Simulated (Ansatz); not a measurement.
# BHF₂ + SiH₄: a complex and its separated parts

The complex below is one end of an elementary step. How strongly is it bound against its free parts?

Computed with Ansatz 0.2.0, Gaussian basis. Level: PBE0-D4/def2-TZVP structures, single points in def2-TZVPP, no counterpoise correction.

Levels: SPW92, PBE-D4, BLYP-D4, r2SCAN-D4, B97M-V, PBE0-D4, B3LYP-D4, r2SCAN0-D4, BHLYP-D4, CAM-B3LYP-D4, wB97X-V, wB97M-V, B2PLYP, PBE-QIDH, RPA on PBE, Hartree-Fock, MP2, CCSD, CCSD(T).

Cores are frozen in the correlated methods. B3LYP uses VWN-RPA correlation. B2PLYP carries no dispersion term here.

21 further runs of the same task are left out: 21 set aside as unsound or not needed.

### 1 Where the work starts

The complex: 9 atoms, charge 0, spin multiplicity 1.

Atoms are counted from 1 here; the program's logs count them from 0.

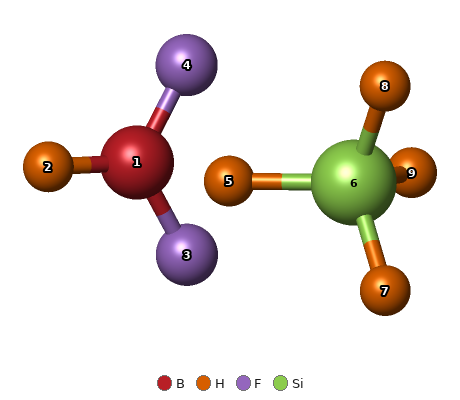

The starting geometry (boron red, hydrogen orange, fluorine purple, silicon green); atoms are numbered from 1 in the order of the file.

Coordinates:

```xyz
9
BF2H5Si
B     0.6313   -1.5506   -1.2287
H     1.8189   -1.5592   -1.1405
F     0.0262   -0.8400   -2.1542
F    -0.1129   -2.2717   -0.4201
H     0.7462    0.5512    0.5157
Si   -0.4804    1.2472    0.9905
H    -0.4045    2.6758    0.5967
H    -0.5549    1.1343    2.4681
H    -1.6702    0.6131    0.3725
```

Its parts: BHF₂ holds atoms 1, 2, 3, 4; SiH₄ holds atoms 5, 6, 7, 8, 9. Each part counts its atoms afresh in its own runs.

### 2 Relaxing BHF₂ alone

relax-a/in.yaml

```yaml
crystal:
  periodic: [false, false, false]
  atoms:
    - {symbol: B, position_ang: [0.631279, -1.550560, -1.228686]}
    - {symbol: H, position_ang: [1.818945, -1.559158, -1.140501]}
    - {symbol: F, position_ang: [0.026242, -0.839982, -2.154209]}
    - {symbol: F, position_ang: [-0.112868, -2.271682, -0.420111]}
basis:
  gaussian: {orbitals: def2-TZVP}
hamiltonian: {xc: pbe0, dispersion: d4}
relax: {f_tol: 0.005, max_steps: 200}
```

No record of the launch command was kept for these runs.

What it wrote, shortened:

```text
Functional definition: PBE0
  name "PBE0"
  cite "Adamo & Barone, J. Chem. Phys. 110, 6158 (1999) doi:10.1063/1.478522"
  cite "Perdew, Burke & Ernzerhof, Phys. Rev. Lett. 77, 3865 (1996) doi:10.1103/PhysRevLett.77.3865"
  parent pbe
[...]
525 factors; their error is unknown
[...]
mean field -6125.84323541 eV, -225.1205866555 hartree, gradient 3.2e-5 eV, S^2 0.000000; 0 other end points of the search recorded, 0 dependent functions left out
[...]
reference -6125.84325920 eV, -225.1205875299 hartree; 12, 12 occupied and 87, 87 virtual orbitals, 525 factors
relax step   1: F+E_penalty+E_count = -6125.86704544 eV  Δ(F+E_penalty+E_count) = +0.000e0 eV  max|allowed force component| = 8.753e-2 eV/Å  Δτ_max = 0.0000 Å  (22 SCF iters, accepted)
[...]
relax step   5: F+E_penalty+E_count = -6125.86758513 eV  Δ(F+E_penalty+E_count) = -4.927e-5 eV  max|allowed force component| = 8.986e-3 eV/Å  Δτ_max = 0.0014 Å  (27 SCF iters, accepted)
[...]
relax step   6: F+E_penalty+E_count = -6125.86758794 eV  Δ(F+E_penalty+E_count) = -2.804e-6 eV  max|allowed force component| = 2.182e-3 eV/Å  Δτ_max = 0.0005 Å  (17 SCF iters, accepted)
525 factors; their error is unknown
mean field -6125.84377649 eV, -225.1206065401 hartree, gradient 5.3e-5 eV, S^2 0.000000; 1 other end points of the search recorded, 0 dependent functions left out
[...]
reference -6125.84380029 eV, -225.1206074148 hartree; 12, 12 occupied and 87, 87 virtual orbitals, 525 factors
Total energy: -6125.86761174 eV, -225.1214824691 hartree
Atom 0 at     0.630883    -1.555411    -1.232723 Å, force    -0.002182    -0.000052    -0.000221 eV/Å
Atom 1 at     1.818322    -1.557446    -1.139142 Å, force     0.002047     0.000018     0.000177 eV/Å
Atom 2 at     0.026721    -0.838755    -2.152456 Å, force     0.000211     0.001476    -0.001745 eV/Å
Atom 3 at    -0.112329    -2.269771    -0.419187 Å, force    -0.000076    -0.001442     0.001789 eV/Å
Dipole moment:     0.184507    -0.000313     0.014544 e Å
```

It took 2.8 s on 4 threads, shared host.

Relaxation path: (the energy doesn't fall at every step)

```tsv
step	energy from step 1 (eV)	largest force component (eV/Å)
1	0.0000	0.0875
2	0.0601	0.9972
3	-0.0005	0.0679
4	-0.0005	0.0333
5	-0.0005	0.0090
6	-0.0005	0.0022
```

Distances of close pairs at the start and the end, largest changes first:

```tsv
bond	before (Å)	after (Å)	change (Å)
B1–F3	1.314	1.313	-0.001
B1–F4	1.314	1.313	-0.001
B1–H2	1.191	1.191	+0.000
```

### 3 Relaxing SiH₄ alone

relax-b/in.yaml

```yaml
crystal:
  periodic: [false, false, false]
  atoms:
    - {symbol: H, position_ang: [0.746156, 0.551181, 0.515739]}
    - {symbol: Si, position_ang: [-0.480403, 1.247204, 0.990477]}
    - {symbol: H, position_ang: [-0.404483, 2.675771, 0.596679]}
    - {symbol: H, position_ang: [-0.554864, 1.134271, 2.468090]}
    - {symbol: H, position_ang: [-1.670207, 0.613054, 0.372522]}
basis:
  gaussian: {orbitals: def2-TZVP}
hamiltonian: {xc: pbe0, dispersion: d4}
relax: {f_tol: 0.005, max_steps: 200}
```

What it wrote, shortened:

```text
[... 5 set-up lines as earlier in the session ...]
[...]
444 factors; their error is unknown
[...]
mean field -7939.08457759 eV, -291.7559769217 hartree, gradient 1.6e-5 eV, S^2 0.000000; 0 other end points of the search recorded, 0 dependent functions left out
[...]
reference -7939.08460389 eV, -291.7559778881 hartree; 9, 9 occupied and 52, 52 virtual orbitals, 444 factors
relax step   1: F+E_penalty+E_count = -7939.11915911 eV  Δ(F+E_penalty+E_count) = +0.000e0 eV  max|allowed force component| = 1.517e-1 eV/Å  Δτ_max = 0.0000 Å  (18 SCF iters, accepted)
[...]
444 factors; their error is unknown
[...]
mean field -7939.08539914 eV, -291.7560071129 hartree, gradient 6.2e-5 eV, S^2 0.000000; 1 other end points of the search recorded, 0 dependent functions left out
[...]
reference -7939.08542544 eV, -291.7560080794 hartree; 9, 9 occupied and 52, 52 virtual orbitals, 444 factors
Total energy: -7939.12000652 eV, -291.7572789109 hartree
Atom 0 at     0.749002     0.547796     0.513172 Å, force     0.003033    -0.001714    -0.001168 eV/Å
Atom 1 at    -0.472731     1.244284     0.988694 Å, force    -0.000056     0.000009     0.000003 eV/Å
Atom 2 at    -0.409819     2.675415     0.599220 Å, force     0.000356     0.003961    -0.001130 eV/Å
Atom 3 at    -0.559893     1.137110     2.466767 Å, force    -0.000066    -0.000362     0.004118 eV/Å
Atom 4 at    -1.670360     0.616875     0.375654 Å, force    -0.003268    -0.001894    -0.001822 eV/Å
Dipole moment:     0.000029    -0.000012    -0.000007 e Å
```

Run time: 0.85 s. Hardware: 4 threads, shared host.

Step by step:

```tsv
step	energy from step 1 (eV)	largest force component (eV/Å)
1	0.0000	0.1517
2	-0.0008	0.0191
3	-0.0008	0.0041
```

Distances of close pairs at the start and the end, largest changes first:

```tsv
bond	before (Å)	after (Å)	change (Å)
H1–Si2	1.488	1.485	-0.004
Si2–H5	1.483	1.485	+0.001
Si2–H4	1.484	1.485	+0.001
Si2–H3	1.484	1.485	+0.001
```

### 4 wB97M-V/def2-TZVPP

parta/in.yaml

```yaml
crystal:
  periodic: [false, false, false]
  atoms:
    - {symbol: B, position_ang: [0.630883, -1.555411, -1.232723]}
    - {symbol: H, position_ang: [1.818322, -1.557446, -1.139142]}
    - {symbol: F, position_ang: [0.026721, -0.838755, -2.152456]}
    - {symbol: F, position_ang: [-0.112329, -2.269771, -0.419187]}
basis:
  gaussian: {orbitals: def2-TZVPP}
hamiltonian: {xc: {name: wB97M-V}}
```

partb/in.yaml

```yaml
crystal:
  periodic: [false, false, false]
  atoms:
    - {symbol: H, position_ang: [0.749002, 0.547796, 0.513172]}
    - {symbol: Si, position_ang: [-0.472731, 1.244284, 0.988694]}
    - {symbol: H, position_ang: [-0.409819, 2.675415, 0.599220]}
    - {symbol: H, position_ang: [-0.559893, 1.137110, 2.466767]}
    - {symbol: H, position_ang: [-1.670360, 0.616875, 0.375654]}
basis:
  gaussian: {orbitals: def2-TZVPP}
hamiltonian: {xc: {name: wB97M-V}}
```

Output in parta, shortened:

```text
Functional definition: wB97M-V
  name "wB97M-V"
  cite "Mardirossian & Head-Gordon, J. Chem. Phys. 144, 214110 (2016) doi:10.1063/1.4952647"
  cite "Becke, J. Chem. Phys. 107, 8554 (1997) doi:10.1063/1.475007"
  cite "Vydrov & Van Voorhis, J. Chem. Phys. 133, 244103 (2010) doi:10.1063/1.3521275"
  # Of w^i u^j: cxij and so on, Table III.
[...]
  gx(w, u) = 1 - cx + cx01*u + cx10*w
  gss(w, u) = css00 + css04*u^4 + css10*w + css20*w^2 + css43*w^4*u^3
  gos(w, u) = cos00 + cos10*w + (cos20 + cos21*u)*w^2 + (cos60 + cos61*u)*w^6
[...]
      + integral(e_c_pw_mod_opposite_spin*gos(b97_w_opposite, b97_u_opposite)) + vv10(b, c)
540 factors; their error is unknown
121 factors; integrals over basis functions are off by at most 1.4e-5 eV
[...]
mean field -6130.44730177 eV, -225.2897829737 hartree, gradient 3.5e-5 eV, S^2 0.000000; 0 other end points of the search recorded, 0 dependent functions left out
reference -6130.44734023 eV, -225.2897843870 hartree; 12, 12 occupied and 95, 95 virtual orbitals, 540 factors
Total energy: -6130.44734023 eV, -225.2897843870 hartree
```

Log of partb, shortened:

```text
[... 5 set-up lines as earlier in the session ...]
  # Of w^i u^j: cxij and so on, Table III.
[...]
  gx(w, u) = 1 - cx + cx01*u + cx10*w
  gss(w, u) = css00 + css04*u^4 + css10*w + css20*w^2 + css43*w^4*u^3
  gos(w, u) = cos00 + cos10*w + (cos20 + cos21*u)*w^2 + (cos60 + cos61*u)*w^6
[...]
      + integral(e_c_pw_mod_opposite_spin*gos(b97_w_opposite, b97_u_opposite)) + vv10(b, c)
527 factors; their error is unknown
136 factors; integrals over basis functions are off by at most 1.1e-5 eV
[...]
mean field -7941.54407392 eV, -291.8463617446 hartree, gradient 4.9e-5 eV, S^2 0.000000; 0 other end points of the search recorded, 0 dependent functions left out
reference -7941.54411631 eV, -291.8463633024 hartree; 9, 9 occupied and 89, 89 virtual orbitals, 527 factors
Total energy: -7941.54411631 eV, -291.8463633024 hartree
```

Times: 1.2 s (parta), 0.9 s (partb) on 4 threads, shared host; peak memory 0.17 GiB.

### 5 CCSD(T)/def2-TZVPP

The same edit goes into each in.yaml of step 4 (parta, partb):

```diff
-hamiltonian: {xc: {name: wB97M-V}}
+correlation: {method: ccsd_t}
```

parta printed, shortened:

```text
Functional definition: HF
  name "HF"
  cite "Fock, Z. Phys. 61, 126 (1930) doi:10.1007/BF01340294"
[... 1 set-up line as earlier in the session ...]
[...]
690 factors; integrals over basis functions are off by at most 1.2e-3 eV
[...]
mean field -6105.31266821 eV, -224.3661022273 hartree, gradient 1.0e-6 eV, S^2 0.000000; 0 other end points of the search recorded, 0 dependent functions left out
3 core orbitals not correlated: weight in the atoms' cores, before any rotation towards them, 1.000 or more for the frozen orbitals, at most 0.000 for the correlated occupied ones
reference -6105.31266821 eV, -224.3661022273 hartree; 9, 9 occupied and 95, 95 virtual orbitals, 690 factors
second order -16.20487156 eV of doubles, -0.00000000 eV of singles
cycle   1  -16.03642459 eV  change    1.7e-1 eV  update   8.1e-2
[...]
cycle   9  -16.41676421 eV  change   -3.1e-6 eV  update   6.2e-6
perturbative correction -0.46353024 eV, -0.0170344222 hartree
Total energy: -6122.19296267 eV, -224.9864416066 hartree
```

partb printed, shortened:

```text
[... 4 set-up lines as earlier in the session ...]
[...]
537 factors; integrals over basis functions are off by at most 8.1e-4 eV
[...]
mean field -7925.54429537 eV, -291.2583807279 hartree, gradient 1.8e-6 eV, S^2 0.000000; 0 other end points of the search recorded, 0 dependent functions left out
5 core orbitals not correlated: weight in the atoms' cores, before any rotation towards them, 1.000 or more for the frozen orbitals, at most 0.000 for the correlated occupied ones
reference -7925.54429537 eV, -291.2583807279 hartree; 4, 4 occupied and 89, 89 virtual orbitals, 537 factors
second order -3.90715979 eV of doubles, -0.00000000 eV of singles
cycle   1  -4.49742776 eV  change   -5.9e-1 eV  update   5.5e-2
[...]
cycle   8  -4.71913326 eV  change   -4.9e-7 eV  update   3.7e-6
perturbative correction -0.10443686 eV, -0.0038379839 hartree
Total energy: -7930.36786549 eV, -291.4356436604 hartree
```

Times: 1.1 s (parta), 0.45 s (partb) on 4 threads, shared host; peak memory 0.34 GiB.

### 6 Vibrations of BHF₂

vib-parta/in.yaml

```yaml
crystal:
  periodic: [false, false, false]
  atoms:
    - {symbol: B, position_ang: [0.630883, -1.555411, -1.232723]}
    - {symbol: H, position_ang: [1.818322, -1.557446, -1.139142]}
    - {symbol: F, position_ang: [0.026721, -0.838755, -2.152456]}
    - {symbol: F, position_ang: [-0.112329, -2.269771, -0.419187]}
basis:
  gaussian: {orbitals: def2-TZVP}
hamiltonian: {xc: pbe0, dispersion: d4}
phonons: {temperatures: {t_min: 298.15, t_max: 900, t_step: 200}}
```

What it wrote, shortened:

```text
[... 5 set-up lines as earlier in the session ...]
[...]
525 factors; their error is unknown
[...]
mean field -6125.84377649 eV, -225.1206065401 hartree, gradient 2.5e-5 eV, S^2 0.000000; 0 other end points of the search recorded, 0 dependent functions left out
[...]
reference -6125.84380029 eV, -225.1206074147 hartree; 12, 12 occupied and 87, 87 virtual orbitals, 525 factors
[...]
525 factors; their error is unknown
[...]
mean field -6125.84373396 eV, -225.1206049769 hartree, gradient 1.8e-6 eV, S^2 0.000000; 0 other end points of the search recorded, 0 dependent functions left out
[...]
reference -6125.84375776 eV, -225.1206058515 hartree; 12, 12 occupied and 87, 87 virtual orbitals, 525 factors
[...]
reference -6125.84371964 eV, -225.1206044506 hartree; 12, 12 occupied and 87, 87 virtual orbitals, 525 factors
[...]
525 factors; their error is unknown
mean field -6125.84370768 eV, -225.1206040114 hartree, gradient 1.8e-6 eV, S^2 0.000000; 0 other end points of the search recorded, 0 dependent functions left out
[...]
reference -6125.84373148 eV, -225.1206048859 hartree; 12, 12 occupied and 87, 87 virtual orbitals, 525 factors
Total energy: -6125.86761174 eV, -225.1214824691 hartree
Atom 0 at     0.630883    -1.555411    -1.232723 Å, force    -0.002159    -0.000054    -0.000218 eV/Å
Atom 1 at     1.818322    -1.557446    -1.139142 Å, force     0.002035     0.000018     0.000178 eV/Å
Atom 2 at     0.026721    -0.838755    -2.152456 Å, force     0.000204     0.001480    -0.001751 eV/Å
Atom 3 at    -0.112329    -2.269771    -0.419187 Å, force    -0.000080    -0.001443     0.001791 eV/Å
Dipole moment:     0.184507    -0.000313     0.014544 e Å
Vibrations: 539.34 925.05 1088.14 1187.28 1444.64 2694.52 cm⁻¹, zero-point energy 0.488434 eV
```

Run time: 4.2 s. Hardware: 4 threads, shared host.

The modes, with what each moves most:

```tsv
mode	wavenumber (cm⁻¹)	character
1	539	bend
2	925	out-of-plane bend
3	1088	bend
4	1187	B–F stretch
5	1445	B–F stretch
6	2695	B–H stretch
```

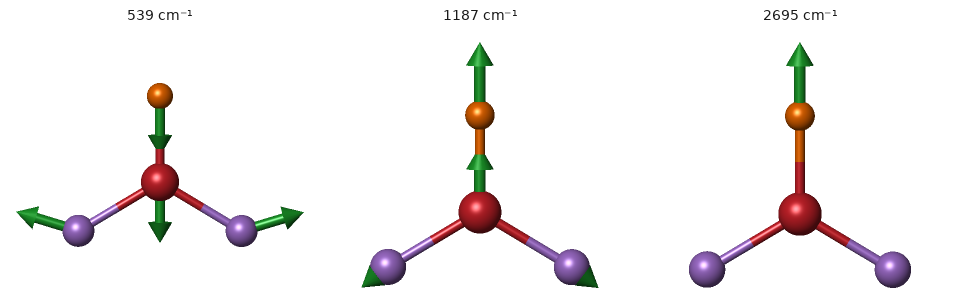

How the atoms move in 3 of the modes.

Vibrational sums (real modes only):

```tsv
T (K)	entropy (J/mol/K)	heat capacity (J/mol/K)
298	3.4	9.3
498	11.1	21.3
698	19.8	29.6
898	27.9	35.0
```

### 7 Vibrations of SiH₄

vib-partb/in.yaml

```yaml
crystal:
  periodic: [false, false, false]
  atoms:
    - {symbol: H, position_ang: [0.749002, 0.547796, 0.513172]}
    - {symbol: Si, position_ang: [-0.472731, 1.244284, 0.988694]}
    - {symbol: H, position_ang: [-0.409819, 2.675415, 0.599220]}
    - {symbol: H, position_ang: [-0.559893, 1.137110, 2.466767]}
    - {symbol: H, position_ang: [-1.670360, 0.616875, 0.375654]}
basis:
  gaussian: {orbitals: def2-TZVP}
hamiltonian: {xc: pbe0, dispersion: d4}
phonons: {temperatures: {t_min: 298.15, t_max: 900, t_step: 200}}
```

What it wrote, shortened:

```text
[... 5 set-up lines as earlier in the session ...]
[...]
444 factors; their error is unknown
[...]
mean field -7939.08539916 eV, -291.7560071137 hartree, gradient 2.9e-5 eV, S^2 0.000000; 0 other end points of the search recorded, 0 dependent functions left out
[...]
reference -7939.08542546 eV, -291.7560080802 hartree; 9, 9 occupied and 52, 52 virtual orbitals, 444 factors
[... from here to the last solve, the lines of the solves are left out (17 solves) ...]
444 factors; their error is unknown
mean field -7939.08538194 eV, -291.7560064809 hartree, gradient 1.1e-6 eV, S^2 0.000000; 0 other end points of the search recorded, 0 dependent functions left out
[...]
reference -7939.08540824 eV, -291.7560074475 hartree; 9, 9 occupied and 52, 52 virtual orbitals, 444 factors
Total energy: -7939.12000655 eV, -291.7572789117 hartree
Atom 0 at     0.749002     0.547796     0.513172 Å, force     0.003032    -0.001713    -0.001168 eV/Å
Atom 1 at    -0.472731     1.244284     0.988694 Å, force    -0.000058     0.000012     0.000005 eV/Å
Atom 2 at    -0.409819     2.675415     0.599220 Å, force     0.000357     0.003957    -0.001130 eV/Å
Atom 3 at    -0.559893     1.137110     2.466767 Å, force    -0.000065    -0.000363     0.004114 eV/Å
Atom 4 at    -1.670360     0.616875     0.375654 Å, force    -0.003266    -0.001893    -0.001822 eV/Å
Dipole moment:     0.000029    -0.000012    -0.000007 e Å
Vibrations: 906.50 906.50 906.52 968.40 968.41 2236.44 2246.06 2246.14 2246.15 cm⁻¹, zero-point energy 0.845023 eV
```

Wall time 2.7 s (4 threads, shared host).

Wavenumbers and character of the modes:

```tsv
mode	wavenumber (cm⁻¹)	character
1	906	bend
2	906	bend
3	907	bend
4	968	bend
5	968	bend
6	2236	Si–H stretch
7	2246	Si–H stretch
8	2246	Si–H stretch
9	2246	Si–H stretch
```

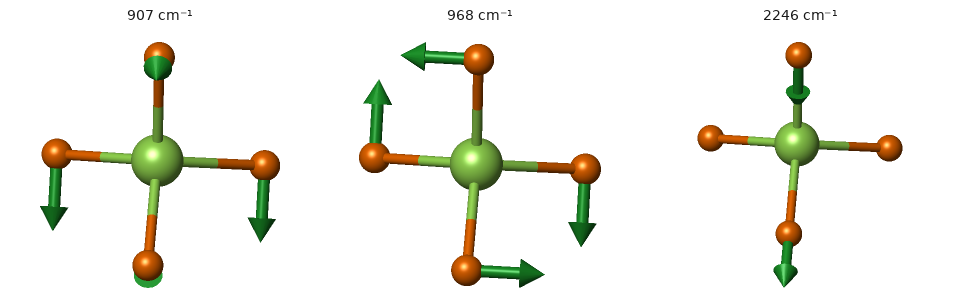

Displacements of 3 modes, as arrows.

Vibrational sums (real modes only):

```tsv
T (K)	entropy (J/mol/K)	heat capacity (J/mol/K)
298	2.6	9.7
498	11.5	25.7
698	22.2	38.0
898	32.9	47.1
```

### 8 Complex less separated parts

The complex's own energies come from single points at the same levels. Levels not printed above were run the same way.

Rows are in def2-TZVPP; times add the 3 runs of a level on a shared host, so small differences are noise.

Differences are taken before rounding.

```tsv
method	rung	complex less parts (kJ/mol)	from CCSD(T) (kJ/mol)	time
SPW92	LDA	-9.1	-5.2	1.1 s
PBE-D4	GGA	-5.7	-1.8	1.7 s
BLYP-D4	GGA	-3.9	0.0	1.8 s
r2SCAN-D4	meta-GGA	-5.3	-1.4	3.6 s
B97M-V	meta-GGA	-5.1	-1.2	6.8 s
PBE0-D4	hybrid	-5.1	-1.2	2.1 s
B3LYP-D4	hybrid	-4.5	-0.6	2.2 s
r2SCAN0-D4	hybrid	-5.2	-1.3	3.9 s
BHLYP-D4	hybrid	-5.2	-1.3	1.9 s
CAM-B3LYP-D4	range-separated hybrid	-4.8	-0.9	2.4 s
wB97X-V	range-separated hybrid	-5.1	-1.2	5.9 s
wB97M-V	range-separated hybrid	-5.2	-1.3	6.6 s
B2PLYP	double hybrid	-1.0	+2.9	3.4 s
PBE-QIDH	double hybrid	-2.5	+1.4	3.5 s
RPA on PBE	RPA	-2.7	+1.2	3.6 s
Hartree-Fock	wavefunction	2.2	+6.1	
MP2	wavefunction	-3.5	+0.4	
CCSD	wavefunction	-3.0	+0.8	
CCSD(T)	wavefunction	-3.9	0	43 s
```

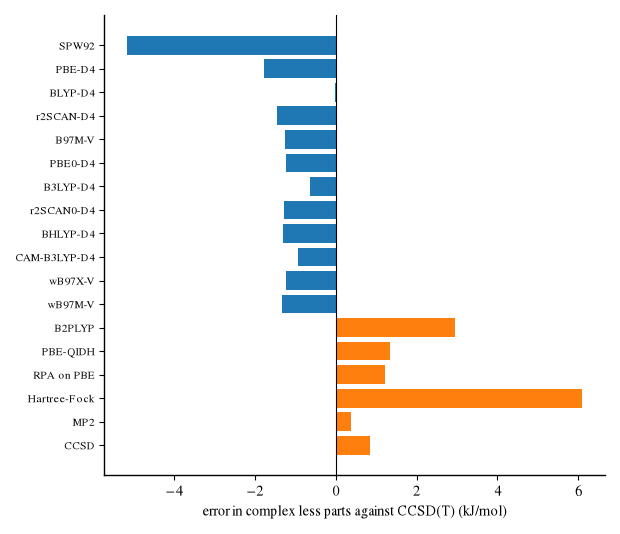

Deviations from CCSD(T), method by method.

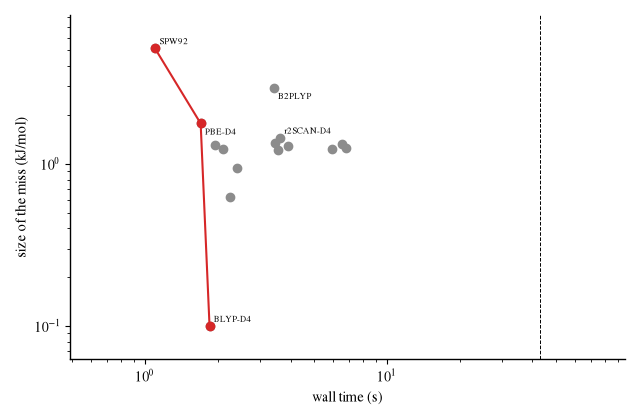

Accuracy for the time spent; red marks the levels that beat every quicker one drawn (of those quicker than the yardstick), and the dashed line is the time of CCSD(T). Only those levels and the largest misses are named. Misses under 0.1 kJ/mol are drawn at that value. Times are from a shared host.

BLYP-D4 reaches 0.0 kJ/mol from the reference in 1.8 s, where CCSD(T) took 43 s; the quickest level in the cost chart, SPW92, takes 1.1 s and misses by 5.2 kJ/mol.

The complex's zero-point energy, from a separate PBE0-D4 run, is 1.357 eV.

### 9 Results

| quantity | value |
| --- | --- |
| complex less parts, CCSD(T)/def2-TZVPP | -3.9 kJ/mol |
| with zero-point energy | -1.6 kJ/mol |
| largest T1 diagnostic | 0.013 |

In words: At CCSD(T) the complex lies 3.9 kJ/mol below its parts. Among the functionals BLYP-D4 lands nearest to CCSD(T) (0.0 kJ/mol) and SPW92 farthest (-5.2 kJ/mol). By rung, the mean size of the error is: LDA 5.2, GGA 0.9, meta-GGA 1.3, hybrid 1.1, range-separated hybrid 1.2, double hybrid 2.1 kJ/mol. PBE-D4 gives a relative energy 1.8 kJ/mol too low, an error of 46 % of the reference. The complex's frequency run has imaginary modes: the structure is no minimum, so both the energy and the zero-point correction are in doubt. No counterpoise was applied, and triple zeta lacks some correlation, so the CCSD(T) reference has a basis error of its own, and close matches with it are partly luck.
